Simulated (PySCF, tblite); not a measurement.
# C₁₉H₂₂: electronic excitations, NMR shifts

Aim: compute the electronic excitations, NMR shifts of C₁₉H₂₂ (`c1cc2ccc1CCCCCc1ccc(cc1)CC2`).

Computed with tblite 0.8.0 and PySCF 2.14.0 and routines of our own; the level stands in each step. Atoms count from 0.

## Step 1: The starting structure

41 atoms, charge 0, multiplicity 1; geometry from: force field, distance geometry or constructed start.

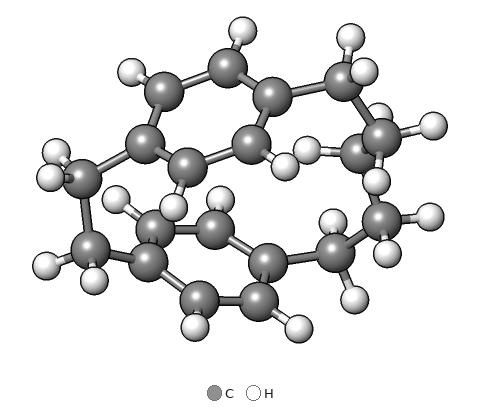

The starting geometry (carbon grey, hydrogen white).

## Step 2: Relaxing the molecule with GFN2-xTB

What the job is given:

```
{"job": {"kind": "relax", "xc": "GFN2-xTB", "basis": "xTB"}, "charge": 0, "multiplicity": 1}
C      2.008500     0.375500    -1.514600
C      1.310500     1.585000    -1.654600
C      1.004100     2.350200    -0.518500
C      1.514100     1.974800     0.718200
C      2.195100     0.756500     0.864100
C      2.383300    -0.079800    -0.249400
C      2.851500    -1.506200    -0.068000
C      1.782100    -2.383900     0.614500
C      0.485700    -2.522800    -0.207400
C     -0.707900    -3.011500     0.642100
C     -2.073000    -2.488700     0.140900
C     -2.166600    -0.978300     0.179100
C     -2.006300    -0.283700     1.389800
C     -1.824300     1.099100     1.383500
C     -1.816600     1.822700     0.182500
C     -2.127300     1.147000    -0.999400
C     -2.291800    -0.240000    -1.006800
C     -1.320400     3.246400     0.168100
C     -0.013700     3.475800    -0.634900
H      2.155000    -0.245300    -2.388600
H      0.939000     1.868800    -2.627800
H      1.302300     2.562100     1.612000
H      2.505500     0.436600     1.858500
H      3.757000    -1.509600     0.546600
H      3.131300    -1.942600    -1.030000
H      1.544400    -1.966800     1.602500
H      2.193900    -3.384400     0.787400
H      0.646100    -3.211300    -1.041500
H      0.237600    -1.559400    -0.661300
H     -0.569600    -2.716000     1.691500
H     -0.714700    -4.106800     0.630600
H     -2.252200    -2.854800    -0.874100
H     -2.871300    -2.900100     0.768700
H     -1.927100    -0.826700     2.328500
H     -1.607900     1.600200     2.324200
H     -2.142700     1.684600    -1.954000
H     -2.438300    -0.752500    -1.960600
H     -1.146200     3.583600     1.199200
H     -2.108400     3.897200    -0.224400
H      0.449000     4.419500    -0.323600
H     -0.280000     3.607200    -1.690000
```

Started as:

```sh
$ OMP_NUM_THREADS=1 python large_run.py task.json out
```

One launch serves the whole session: the jobs run in the order shown.

The program printed:

```text
step      E/eV     max force
  0   -1412.42406    1.082
  1   -1412.48529    0.523
  2   -1412.53072    0.423
  3   -1412.58359    0.300
  4   -1412.59548    0.189
  5   -1412.61027    0.180
  6   -1412.61954    0.211
  7   -1412.63014    0.198
  8   -1412.63687    0.127
  9   -1412.64173    0.102
 10   -1412.64525    0.100
 11   -1412.64900    0.126
 12   -1412.65329    0.118
 13   -1412.65819    0.123
 14   -1412.66338    0.119
 15   -1412.66835    0.124
 16   -1412.67245    0.130
 17   -1412.67566    0.107
 18   -1412.67850    0.092
 19   -1412.68146    0.118
 20   -1412.68455    0.120
 21   -1412.68711    0.083
 22   -1412.68872    0.073
 23   -1412.68968    0.063
 24   -1412.69039    0.046
 25   -1412.69093    0.040
 26   -1412.69130    0.036
 27   -1412.69160    0.031
 28   -1412.69191    0.035
 29   -1412.69229    0.040
 30   -1412.69271    0.047
 31   -1412.69314    0.054
 32   -1412.69364    0.056
 33   -1412.69425    0.049
 34   -1412.69485    0.049
 35   -1412.69525    0.049
 36   -1412.69550    0.043
 37   -1412.69573    0.035
 38   -1412.69599    0.035
 39   -1412.69622    0.028
 40   -1412.69636    0.018
```

Run time: 0.93 s. Hardware: 1 thread of Intel Xeon 6975P-C, shared host; peak memory 0.19 GiB.

Along the way:

| step | energy from step 0 (eV) | largest force (eV/Å) |
| --- | --- | --- |
| 0 | 0.0000 | 1.0814 |
| 1 | -0.0612 | 0.5234 |
| 2 | -0.1067 | 0.4224 |
| 3 | -0.1595 | 0.3006 |
| 4 | -0.1714 | 0.1891 |
| 5 | -0.1862 | 0.1797 |
| 6 | -0.1955 | 0.2108 |
| 7 | -0.2061 | 0.1984 |
| 8 | -0.2128 | 0.1270 |
| 10 | -0.2212 | 0.0993 |
| 13 | -0.2341 | 0.1229 |
| 15 | -0.2443 | 0.1247 |
| 18 | -0.2544 | 0.0920 |
| 20 | -0.2605 | 0.1195 |
| 23 | -0.2656 | 0.0635 |
| 25 | -0.2669 | 0.0399 |
| 28 | -0.2678 | 0.0353 |
| 30 | -0.2686 | 0.0472 |
| 33 | -0.2702 | 0.0494 |
| 36 | -0.2714 | 0.0436 |
| 37 | -0.2717 | 0.0352 |
| 38 | -0.2719 | 0.0352 |
| 39 | -0.2722 | 0.0283 |
| 40 | -0.2723 | 0.0184 |

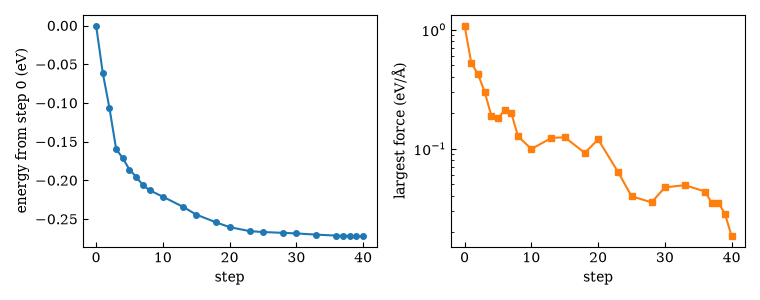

Energy and force, step by step.

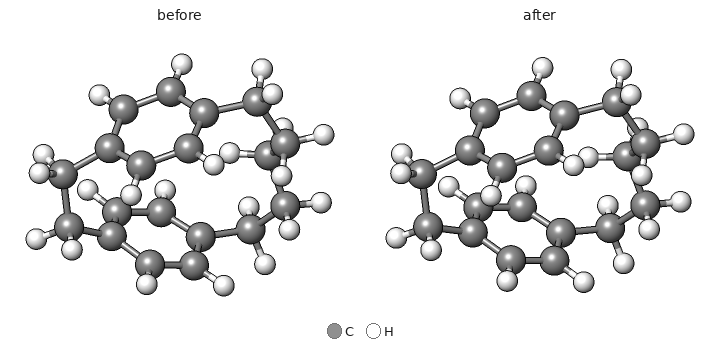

Before and after, at one scale.

Distances of close pairs at the start and the end, largest changes first:

| bond | before (Å) | after (Å) | change (Å) |
| --- | --- | --- | --- |
| C3–C4 | 1.403 | 1.381 | -0.022 |
| C0–C1 | 1.403 | 1.383 | -0.021 |
| C2–C18 | 1.522 | 1.503 | -0.019 |
| C1–C2 | 1.404 | 1.387 | -0.016 |
| C11–C12 | 1.405 | 1.389 | -0.016 |
| C4–C5 | 1.405 | 1.390 | -0.015 |
| C15–H35 | 1.096 | 1.080 | -0.015 |
| C15–C16 | 1.397 | 1.382 | -0.014 |

The next job starts from the end point, and lists it.

## Step 3: Vibrational analysis with GFN2-xTB

What the job is given:

```
{"job": {"kind": "ir", "xc": "GFN2-xTB", "basis": "xTB"}, "charge": 0, "multiplicity": 1}
C      1.843238     0.319096    -1.493499
C      1.160830     1.514297    -1.626982
C      0.889300     2.307092    -0.521358
C      1.391878     1.909256     0.711712
C      2.067787     0.712620     0.846574
C      2.269002    -0.120184    -0.247953
C      2.825360    -1.502942    -0.062262
C      1.778445    -2.392981     0.628649
C      0.477409    -2.470677    -0.170133
C     -0.700719    -3.015637     0.642374
C     -2.045407    -2.473648     0.131428
C     -2.044439    -0.970197     0.151761
C     -1.875437    -0.282653     1.346782
C     -1.695363     1.086693     1.355646
C     -1.700592     1.816010     0.174587
C     -1.965426     1.141721    -1.010188
C     -2.123835    -0.231455    -1.021679
C     -1.321886     3.271072     0.170903
C     -0.019177     3.499474    -0.635609
H      2.017735    -0.296351    -2.365281
H      0.809589     1.818955    -2.602943
H      1.224155     2.528653     1.581200
H      2.421896     0.405751     1.820990
H      3.726122    -1.468813     0.555639
H      3.092203    -1.931568    -1.030186
H      1.561810    -1.966207     1.610620
H      2.191224    -3.392377     0.780909
H      0.628520    -3.079279    -1.063937
H      0.226265    -1.459431    -0.493587
H     -0.581551    -2.716012     1.685201
H     -0.713319    -4.106989     0.613758
H     -2.220939    -2.826678    -0.886368
H     -2.848975    -2.858881     0.764897
H     -1.853537    -0.826926     2.280115
H     -1.522890     1.593977     2.294687
H     -2.013608     1.690873    -1.939435
H     -2.285047    -0.741480    -1.961561
H     -1.176390     3.600130     1.201345
H     -2.120547     3.876515    -0.263758
H      0.477530     4.398241    -0.262733
H     -0.261289     3.662432    -1.687411
```

The program printed:

```text
mode    cm-1     km/mol
  1      41.2      0.04
  2      72.9      0.01
  3      82.8      0.01
  4      95.3      0.16
  5     107.9      0.23
  6     140.9      0.04
  7     166.1      0.09
  8     185.9      0.23
  9     234.6      0.25
 10     240.6      0.18
 11     288.3      0.06
 12     304.3      0.02
 13     342.6      0.00
 14     359.6      0.07
 15     365.1      0.02
 16     377.7      0.22
 17     384.9      0.03
 18     396.3      0.10
 19     437.7      0.11
 20     460.3      0.12
 21     464.7      3.86
 22     495.2      0.15
 23     555.0      0.83
 24     584.6      3.17
 25     609.6      0.01
 26     614.1      0.15
 27     680.5      0.41
 28     686.0      0.12
 29     715.3      6.15
 30     737.6      0.53
 31     770.1      3.98
 32     793.2     17.37
 33     807.2      4.69
 34     828.6      9.07
 35     851.2      1.12
 36     868.8      0.13
 37     873.2      0.87
 38     876.1      0.25
 39     881.8      0.64
 40     908.1      9.07
 41     913.9      0.13
 42     918.0      0.49
 43     926.4      0.23
 44     929.9      0.06
 45     950.3      2.85
 46     997.9      5.97
 47    1001.0      0.53
 48    1007.3      0.99
 49    1024.5      0.33
 50    1027.9      0.31
 51    1042.7      0.19
 52    1063.0      3.05
 53    1090.6      0.56
 54    1094.8      1.88
 55    1130.2      0.28
 56    1134.0      0.68
 57    1155.1      0.53
 58    1159.7      1.65
 59    1168.5      0.47
 60    1177.3      7.29
 61    1192.3      4.67
 62    1202.8      0.04
 63    1206.5      0.09
 64    1210.1      1.81
 65    1219.9      9.50
 66    1252.4      2.09
 67    1253.0      0.82
 68    1265.9      0.29
 69    1274.4      0.18
 70    1281.4      0.67
 71    1290.3      0.02
 72    1302.7      0.72
 73    1310.2      0.55
 74    1322.5      0.36
 75    1325.8      0.34
 76    1331.5      0.29
 77    1336.5      2.26
 78    1337.9      0.19
 79    1350.9      0.54
 80    1381.2      3.29
 81    1422.9      0.59
 82    1423.3      0.12
 83    1476.5      0.42
 84    1480.5      0.40
 85    1482.1      0.32
 86    1487.8      0.01
 87    1488.9      0.18
 88    1492.1      0.24
 89    1495.1      0.47
 90    1505.9      2.76
 91    1506.8     20.39
 92    1587.0      0.09
 93    1587.9      0.37
 94    1615.8      1.47
 95    1616.6      0.27
 96    2956.4     36.53
 97    2959.5     34.97
 98    2962.0     23.83
 99    2963.6     20.68
100    2965.7     29.43
101    2966.7      6.79
102    2980.2     24.79
103    2980.7     18.28
104    2985.3     79.18
105    2986.4     33.72
106    2987.6     47.74
107    2988.9     39.53
108    2991.4    114.14
109    3003.5     49.24
110    3061.4      6.35
111    3063.2      1.62
112    3064.0     33.61
113    3065.4     33.39
114    3074.1     33.45
115    3077.5     52.75
116    3079.9     76.70
117    3080.9     31.74
```

Wall time 5.3 s (1 thread of Intel Xeon 6975P-C, shared host); peak memory 0.19 GiB.

Which atoms move in the most intense modes:

| cm⁻¹ | km/mol | atoms |
| --- | --- | --- |
| 2956 | 36.5 | H32 86 % |
| 2985 | 79.2 | H40 43 %, H37 23 %, H39 13 %, H38 11 % |
| 2988 | 47.7 | H24 29 %, H30 24 %, H29 20 %, H27 11 % |
| 2989 | 39.5 | H37 57 %, H40 34 % |
| 2991 | 114.1 | H31 43 %, H29 25 % |
| 3004 | 49.2 | H28 77 % |
| 3078 | 52.8 | H33 53 %, H34 17 % |
| 3080 | 76.7 | H21 56 %, H22 20 % |

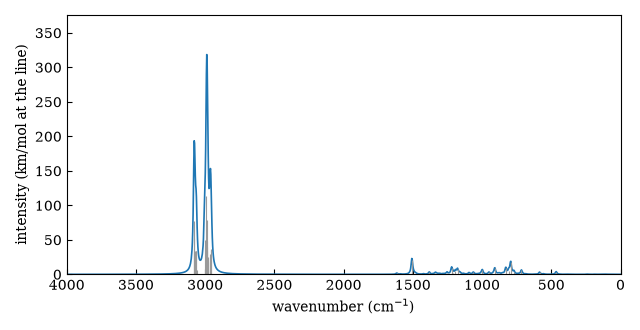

The infrared spectrum from these modes, unscaled. Lines are broadened to a width of 14 cm⁻¹ (Lorentzian).

## Step 4: Electronic excitations: TDA PBE/6-31G*

The job, as its differences from that of step 3:

```diff
@@ -1,2 +1,2 @@
-{"job": {"kind": "ir", "xc": "GFN2-xTB", "basis": "xTB"}, "charge": 0, "multiplicity": 1}
+{"job": {"kind": "uv", "basis": "6-31G*", "grid": 1, "kgrid": 0, "vcut": 1.5, "nstates": 8, "ntriplets": 3, "tda": true, "delta": ["ip_vertical", "ea_vertical"], "pop": true, "xc": "PBE"}, "charge": 0, "multiplicity": 1}
 C      1.843238     0.319096    -1.493499
```

Level: TDA PBE/6-31G*, vertical, gas phase, core orbitals frozen in the response, virtual orbitals cut by energy.

The program printed:

```text
start: PBE on a coarse grid of 31928 points
cycle   1  E = -736.2271604947  dE =  2.513e+00  |g| = 9.254e-01  |ddm| = 6.368e+00
cycle   2  E = -735.9740459176  dE =  2.531e-01  |g| = 1.343e+00  |ddm| = 3.223e+00
cycle   3  E = -736.4762428206  dE = -5.022e-01  |g| = 1.322e-01  |ddm| = 2.198e+00
cycle   4  E = -736.4799354162  dE = -3.693e-03  |g| = 5.192e-02  |ddm| = 2.395e-01
cycle   5  E = -736.4804685025  dE = -5.331e-04  |g| = 2.194e-02  |ddm| = 6.610e-02
cycle   6  E = -736.4805636367  dE = -9.513e-05  |g| = 1.132e-02  |ddm| = 3.565e-02
cycle   7  E = -736.4805976158  dE = -3.398e-05  |g| = 3.530e-03  |ddm| = 1.591e-02
final grid: 136135 points
cycle   8  E = -736.2651447230  dE = -1.574e-04  |g| = 2.307e-02  |ddm| = 1.142e-01
cycle   9  E = -736.2648863760  dE =  2.583e-04  |g| = 3.780e-02  |ddm| = 7.395e-02
cycle  10  E = -736.2652518596  dE = -3.655e-04  |g| = 1.173e-02  |ddm| = 5.457e-02
cycle  11  E = -736.2652898685  dE = -3.801e-05  |g| = 1.521e-03  |ddm| = 1.512e-02
cycle  12  E = -736.2652912580  dE = -1.389e-06  |g| = 4.378e-04  |ddm| = 2.490e-03
cycle  13  E = -736.2652907726  dE =  4.854e-07  |g| = 2.177e-04  |ddm| = 7.103e-04
cycle  14  E = -736.2652919178  dE = -1.145e-06  |g| = 4.834e-05  |ddm| = 3.125e-04
converged SCF energy = -736.2652919178
Vertical ionisation energy (delta-SCF) = 7.2120 eV   <S^2> = 0.752

Static polarisability (au): isotropic 179.357, principal 140.416 170.158 227.496

Singlet excitations
state   eV       nm        f      main configurations
  1   4.4621    277.9   0.00088   H->L 0.83
  2   4.6964    264.0   0.00260   H-1->L 0.44, H->L+1 0.26, H-2->L 0.14
  3   4.8102    257.8   0.00350   H->L+1 0.41, H-2->L 0.19, H->L+2 0.09
  4   4.9061    252.7   0.00187   H-1->L+1 0.32, H->L+2 0.32, H-2->L+1 0.17
  5   5.0127    247.3   0.03417   H-1->L 0.36, H-2->L 0.28, H-2->L+2 0.11
  6   5.0912    243.5   0.00044   H-2->L+1 0.41, H-1->L+1 0.28, H-1->L+3 0.12
  7   5.2502    236.2   0.00135   H-3->L 0.57, H-2->L+3 0.17, H-1->L+3 0.10
  8   5.3147    233.3   0.00614   H-1->L+2 0.26, H-2->L+2 0.24, H->L+3 0.24

Triplet excitations (Tamm-Dancoff, eV): 3.9183 3.9914 4.2223
```

It took 38 s on 1 thread of Intel Xeon 6975P-C, shared host; peak memory 0.66 GiB.

Frontier orbitals and where they lie:

| orbital | eV | atoms |
| --- | --- | --- |
| HOMO−4 | -7.08 | C8 12 %, C7 11 %, C6 8 % |
| HOMO−3 | -6.05 | C1 14 %, C13 13 %, C15 13 % |
| HOMO−2 | -5.50 | C0 18 %, C12 15 %, C3 15 % |
| HOMO−1 | -5.44 | C16 17 %, C4 15 %, C13 15 % |
| HOMO | -5.11 | C2 16 %, C14 14 %, C5 13 % |
| LUMO | -0.88 | C12 16 %, C15 16 %, C0 12 % |
| LUMO+1 | -0.61 | C2 15 %, C5 15 %, C11 12 % |
| LUMO+2 | -0.22 | C14 14 %, C11 14 %, C4 13 % |
| LUMO+3 | -0.07 | C13 16 %, C3 15 %, C0 14 % |

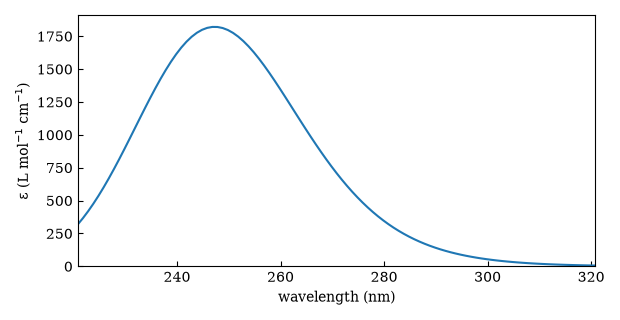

Absorption spectrum: each of the 8 states is a Gaussian band of 0.4 eV half-width at 1/e. Beyond the last state computed it falls off for lack of states.

Ground-state properties from the same run:

| property | computed |
| --- | --- |
| dipole moment (D) | 0.07 |
| polarisability (Å³) | 26.58 |
| HOMO–LUMO gap (eV) | 4.23 |
| −ε(HOMO) (eV) | 5.11 |

[end of part 1 of 2]
